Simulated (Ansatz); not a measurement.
# C2H4F2 (SMILES CC(F)F) at PBE/6-311+G(d,p)

Aim: the electronic atomisation energy of C2H4F2 at PBE/6-311+G**, from 4 runs. 

The calculation is run with Ansatz 0.2.0.

55 further runs of the same task are left out: 55 set aside as unsound or not needed.

## (1) The system as given

C2H4F2 has 8 atoms, charge 0, and is taken as a singlet. As SMILES, `CC(F)F`. The shape is that of a PBE0-D4/def2-TZVP optimisation.

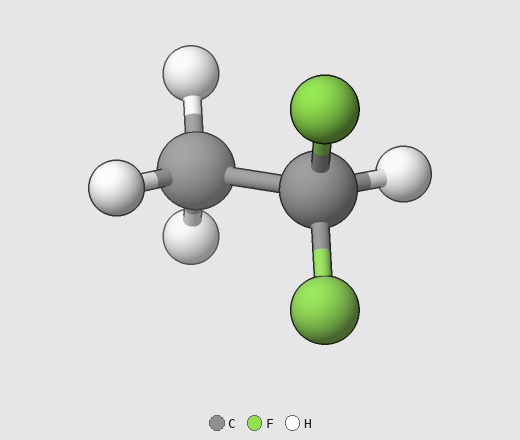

The structure, seen from a chosen angle (carbon grey, fluorine green, hydrogen white).

## (2) The energy at PBE/6-311+G(d,p)

job.yaml

```yaml
crystal:
  periodic: [false, false, false]
  atoms:
    - {symbol: C, position_ang: [0.003300, 0.777600, 0.023300]}
    - {symbol: C, position_ang: [-0.052000, -0.718200, -0.008200]}
    - {symbol: F, position_ang: [0.925500, -1.243400, 0.779100]}
    - {symbol: F, position_ang: [0.168200, -1.172100, -1.271900]}
    - {symbol: H, position_ang: [0.981400, 1.111900, -0.325400]}
    - {symbol: H, position_ang: [-0.157200, 1.132800, 1.041800]}
    - {symbol: H, position_ang: [-0.771000, 1.190600, -0.624000]}
    - {symbol: H, position_ang: [-1.006100, -1.136400, 0.329500]}
basis:
  gaussian: {orbitals: 6-311+G_st__st_.json}
hamiltonian: {xc: pbe}
accuracy: high
output: {orbitals: {seedname: orbitals}}
```

The basis set 6-311+G** is read from a file made from the Basis Set Exchange's data (not shown).

On the command line:

```sh
$ ansatz run job.yaml --threads 1 --pin off --max-ram 3480MiB --events-out events.jsonl --progress --plain --runs-dir runs
```

The program printed:

```text
Warning: RAYON_NUM_THREADS=1 ignored (pool sized by the plan → 1); use --threads N
Functional definition: PBE
  name "PBE"
  parameter kappa = 0.804
  parameter beta = 0.06672455060314922
  exchange = pbe_x(kappa = kappa, mu = beta*pi^2/3)
  correlation = pbe_c(beta = beta)
2216 factors; integrals over basis functions are off by at most 3.7e-9 eV
mean field evaluation 1: about -7559.8085 eV, gradient 6.0e1 eV
mean field evaluation 2: about -7552.9181 eV, gradient 7.7e1 eV
mean field evaluation 4: about -7567.5158 eV, gradient 2.1e0 eV
mean field evaluation 8: about -7567.5161 eV, gradient 6.7e-2 eV
mean field evaluation 16: about -7567.5161 eV, gradient 4.1e-6 eV
mean field -7567.51614306 eV, -278.1010888108 hartree, gradient 3.5e-8 eV, S^2 0.000000; 0 other end points of the search recorded, 0 dependent functions left out
reference -7567.51614870 eV, -278.1010890182 hartree; 17, 17 occupied and 95, 95 virtual orbitals, 2216 factors
Total energy: -7567.51614870 eV, -278.1010890182 hartree
```

Run time: 7.8 s. Hardware: 1 thread of Arm Neoverse V1, shared host; peak memory 0.3 GiB.

## (3) The C atom at the same level

input.yaml

```yaml
crystal:
  periodic: [false, false, false]
  atoms:
    - {symbol: C, position_ang: [0.000000, 0.000000, 0.000000]}
basis:
  gaussian: {orbitals: 6-311+G_st__st_.json}
magnetization: {spin_polarized: true, initial_magnetization: 2}
hamiltonian: {xc: pbe}
accuracy: high
```

The basis set 6-311+G** is read from a file made from the Basis Set Exchange's data (not shown).

Run the same way, it converges to -37.79375 Eh (log not shown).

## (4) The F atom at the same level

run.yaml

```yaml
basis:
  gaussian: {orbitals: 6-311+G_st__st_.json}
crystal:
  periodic: [false, false, false]
  atoms:
    - {symbol: F, position_ang: [0.000000, 0.000000, 0.000000]}
hamiltonian: {xc: pbe}
magnetization: {spin_polarized: true, initial_magnetization: 1}
accuracy: high
```

The basis set 6-311+G** is read from a file made from the Basis Set Exchange's data (not shown).

On the command line:

```sh
$ ansatz run run.yaml --threads 1 --pin off --max-ram 3480MiB --events-out events.jsonl --progress --plain --runs-dir runs
```

The program printed (excerpt; [...] marks lines left out):

```text
Warning: RAYON_NUM_THREADS=1 ignored (pool sized by the plan → 1); use --threads N
[... 6 set-up lines as earlier in the session ...]
175 factors; integrals over basis functions are off by at most 3.7e-9 eV
mean field evaluation 1: about -2711.7778 eV, gradient 6.4e0 eV
mean field evaluation 2: about -2711.7820 eV, gradient 6.2e0 eV
mean field evaluation 4: about -2711.8828 eV, gradient 8.2e-3 eV
mean field evaluation 8: about -2711.8828 eV, gradient 1.8e-5 eV
mean field evaluation 16: about -2711.7215 eV, gradient 7.4e0 eV
mean field evaluation 32: about -2711.8825 eV, gradient 1.6e-1 eV
mean field -2711.88281041 eV, -99.6598551023 hartree, gradient 7.2e-10 eV, S^2 0.751087; 2 other end points of the search recorded, 0 dependent functions left out
reference -2711.88281255 eV, -99.6598551812 hartree; 5, 4 occupied and 17, 18 virtual orbitals, 175 factors
Total energy: -2711.88281255 eV, -99.6598551812 hartree
```

It took 0.68 s on 1 thread of Arm Neoverse V1, shared host.

## (5) The H atom, same level

run.yaml

```yaml
crystal:
  periodic: [false, false, false]
  atoms:
    - symbol: H
      position_ang: [0.000000, 0.000000, 0.000000]
basis:
  gaussian:
    orbitals: 6-311+G_st__st_.json
magnetization:
  spin_polarized: true
  initial_magnetization: 1
hamiltonian:
  xc: pbe
accuracy: high
```

The basis set 6-311+G** is read from a file made from the Basis Set Exchange's data (not shown).

Run the same way, it converges to -0.49962 Eh (log not shown).

## (6) What came out

Level: PBE/6-311+G**.

| quantity | value |
| --- | --- |
| molecule: total energy | -278.10109 Eh |
| molecule: HOMO energy | -8.00 eV |
| molecule: LUMO energy | -0.19 eV |
| molecule: HOMO–LUMO gap | 7.81 eV |
| C atom: total energy | -37.79375 Eh |
| C atom: ⟨S²⟩ | 2.002 |
| F atom: total energy | -99.65986 Eh |
| F atom: ⟨S²⟩ | 0.751 |
| H atom: total energy | -0.49962 Eh |
| H atom: ⟨S²⟩ | 0.750 |
| electronic atomisation energy | 32.529 eV |

**Reading.** Taking the molecule apart into free atoms costs 32.53 eV (3139 kJ/mol), before zero-point energy and without spin-orbit coupling.
